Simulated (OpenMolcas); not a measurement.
# Ar³⁺: RASSCF and RASPT2 terms and fine-structure levels

Wanted: the level scheme of Ar³⁺ from active-space wave functions, then second-order correlation under several settings.

Program: OpenMolcas 26.06. Level of theory: state-averaged RASSCF and RASPT2, spin-orbit coupling by RASSI with atomic mean-field integrals. These are calculated values, not measurements, unless marked.

**1. Starting point**

- Species: Ar³⁺ (argon, Z = 18, 15 electrons)
- Basis: ANO-RCC-VQZP [6s5p3d2f1g], 59 functions
- Scalar Hamiltonian: DKH2, point nucleus
- Inactive shells: 1s 2s 2p
- Active space: 5 electrons in 9 orbitals (RAS2 3s 3p; RAS3 3d, at most 2 electrons)
- Some configurations of this space: 3p5, 3s 3p4, 3s2 3p3
- Orbitals: optimised for each spin and parity, averaged over the low roots

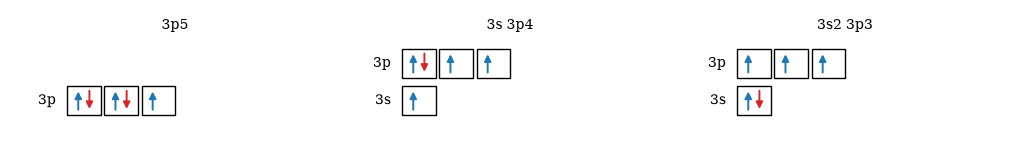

Occupation of the outer shells (arrows by Hund's rule).

Each step is its own input file, run in one work folder so that later steps find the files of earlier ones. Labels, J, g values, rates, χT and fits are worked out afterwards by a script from the matrices that RASSI stores.

**2. Basis and integrals**

Input file a.inp:

```
&GATEWAY
Coord
1

Ar 0.0 0.0 0.0
Basis=ANO-RCC-VQZP
Group=XYZ
NoMove
AngMom=0.0 0.0 0.0
AMFI
&SEWARD
```

**3. A small preliminary run for start orbitals**

Input file a.inp:

```
&RASSCF
FileOrb=start.orb
Symmetry=2
Spin=4
nActEl=5 0 0
Inactive=2 3
Ras2=1 3
CIRoot=1 1 1
SDav=1
CIMx=300
Iter=120 100
PrWF=0.3
OrbListing=Nothing
MaxOrb=0
Atom
>>> COPY $Project.JobIph JOBPRE
```

**4. RASSCF: quartets of odd parity, 1 root**

Input file a.inp:

```
&RASSCF
FileOrb=start.orb
Symmetry=2
Spin=4
nActEl=5 0 2
Inactive=2 3
Ras2=1 3
Ras3=5 0
CIRoot=1 1 1
SDav=186
CIMx=300
Iter=120 100
PrWF=0.3
OrbListing=Nothing
MaxOrb=0
Thrs=2.0e-7 1.0e-1 5.0e-4
Atom
>>> COPY $Project.JobIph JOB001
```

**5. Reference wave functions, doublets of odd parity, 11 roots**

Input file a.inp:

```
&RASSCF
FileOrb=start.orb
Symmetry=2
Spin=2
nActEl=5 0 2
Inactive=2 3
Ras2=1 3
Ras3=5 0
CIRoot=11 11 1
SDav=381
CIMx=300
Iter=120 100
PrWF=0.3
OrbListing=Nothing
MaxOrb=0
Thrs=2.0e-7 1.0e-1 5.0e-4
Atom
>>> COPY $Project.JobIph JOB002
```

**6. Reference wave functions, quartets of even parity, 3 roots**

Input file a.inp:

```
&RASSCF
FileOrb=start.orb
Symmetry=1
Spin=4
nActEl=5 0 2
Inactive=2 3
Ras2=1 3
Ras3=5 0
CIRoot=3 3 1
SDav=198
CIMx=300
Iter=120 100
PrWF=0.3
OrbListing=Nothing
MaxOrb=0
Thrs=2.0e-7 1.0e-1 5.0e-4
Atom
>>> COPY $Project.JobIph JOB003
```

**7. RASSCF: doublets of even parity, 9 roots**

Input file a.inp:

```
&RASSCF
FileOrb=start.orb
Symmetry=1
Spin=2
nActEl=5 0 2
Inactive=2 3
Ras2=1 3
Ras3=5 0
CIRoot=9 9 1
SDav=354
CIMx=300
Iter=120 100
PrWF=0.3
OrbListing=Nothing
MaxOrb=0
Thrs=2.0e-7 1.0e-1 5.0e-4
Atom
>>> COPY $Project.JobIph JOB004
```

**8. State interaction with spin-orbit coupling**

Input file a.inp:

```
&RASSI
NrOfJobIphs=4 1 11 3 9
1
1 2 3 4 5 6 7 8 9 10 11
1 2 3
1 2 3 4 5 6 7 8 9
IphNames
JOB001
JOB002
JOB003
JOB004
EJob
SpinOrbit
DIPRint=1.0
SOCoupling=1000.0
Subsets=2
MEES
Property=10
'ANGMOM' 1 'ANGMOM' 2 'ANGMOM' 3 'MLTPL  1' 1 'MLTPL  1' 2 'MLTPL  1' 3
'AMFI' 1 'AMFI' 2 'AMFI' 3 'MLTPL  2' 6
SOProperty=3
'ANGMOM' 1 'ANGMOM' 2 'ANGMOM' 3
```

**9. CASPT2: IPEA 0.25, imaginary shift 0.1 (closed shells correlated: 2s 2p)**

Input file a.inp:

```
>>> COPY JOB001 $Project.JobIph
&CASPT2
Multistate=1 1
Frozen=1 0
IPEA=0.25
Imaginary=0.1
MaxIter=60
WThr=0.0 0.3 0.05
PrWF=0.5
NoMix
>>> COPY JOB002 $Project.JobIph
&CASPT2
Multistate=11 1 2 3 4 5 6 7 8 9 10 11
Frozen=1 0
IPEA=0.25
Imaginary=0.1
MaxIter=60
WThr=0.0 0.3 0.05
PrWF=0.5
NoMix
>>> COPY JOB003 $Project.JobIph
&CASPT2
Multistate=3 1 2 3
Frozen=1 0
IPEA=0.25
Imaginary=0.1
MaxIter=60
WThr=0.0 0.3 0.05
PrWF=0.5
NoMix
>>> COPY JOB004 $Project.JobIph
&CASPT2
Multistate=9 1 2 3 4 5 6 7 8 9
Frozen=1 0
IPEA=0.25
Imaginary=0.1
MaxIter=60
WThr=0.0 0.3 0.05
PrWF=0.5
NoMix
```

**10. CASPT2: IPEA 0.25, imaginary shift 0.3 (closed shells correlated: 2s 2p)**

Edit a.inp of step 9 so:

```diff
@@ -5,3 +5,3 @@
 IPEA=0.25
-Imaginary=0.1
+Imaginary=0.3
 MaxIter=60
@@ -15,3 +15,3 @@
 IPEA=0.25
-Imaginary=0.1
+Imaginary=0.3
 MaxIter=60
@@ -25,3 +25,3 @@
 IPEA=0.25
-Imaginary=0.1
+Imaginary=0.3
 MaxIter=60
@@ -35,3 +35,3 @@
 IPEA=0.25
-Imaginary=0.1
+Imaginary=0.3
 MaxIter=60
```

(Steps that only read results are left out.)

Before running it: what results should come out? Wanted: lowest level; first excited level; spin-orbit lowering of the lowest level; strongest of the lines computed, by gA, at RASSCF energies.

As calculated:

| quantity | value |
| --- | --- |
| method | SS-RASPT2, IPEA 0.25, imaginary shift 0.1 (closed shells correlated: 2s 2p) |
| lowest level | 3s2 3p3 4S* 3/2, 100 % of that term, g = 2.002 |
| ground level listed by NIST | 4S°3/2 |
| first excited level | 3s2 3p3 2D* 3/2 at 2.658 eV |
| spin-orbit lowering of the lowest level | 0.0041 eV |
| strongest of the lines computed, by gA, at RASSCF energies | 3s 3p4 2D 5/2 → 3s2 3p3 2D* 5/2, 78.69 nm, A = 4.69e+08 s⁻¹ |

Cost and accuracy by method:

```
                                              method  time of its own steps  time with the reference  mean absolute difference from the measured levels (cm-1)
                                           A. RASSCF                   17 s                     17 s                                                      3600
B. SS-RASPT2, IPEA 0.25, imaginary shift 0.1, +2s 2p                   15 s                     32 s                                                      1200
C. SS-RASPT2, IPEA 0.25, imaginary shift 0.3, +2s 2p                   15 s                     32 s                                                      1200
```

Times are of one thread on a shared host.

What this shows: Second-order correlation (method B) scales the levels of the lowest configuration above 5000 cm⁻¹ by 0.85 to 0.90. Method B lies closest to the measured levels (1200 cm⁻¹ on average, level with C) and A farthest (3600). Only the configurations of the active space and the roots asked for are present. Not all states of the active space went into the spin-orbit step. CASPT2 does not keep the components of a term degenerate, and the means are used. The levels of the extra active shells were not computed. Only valence configurations of the active space appear, up to the ionisation limit; * or ° marks odd parity.
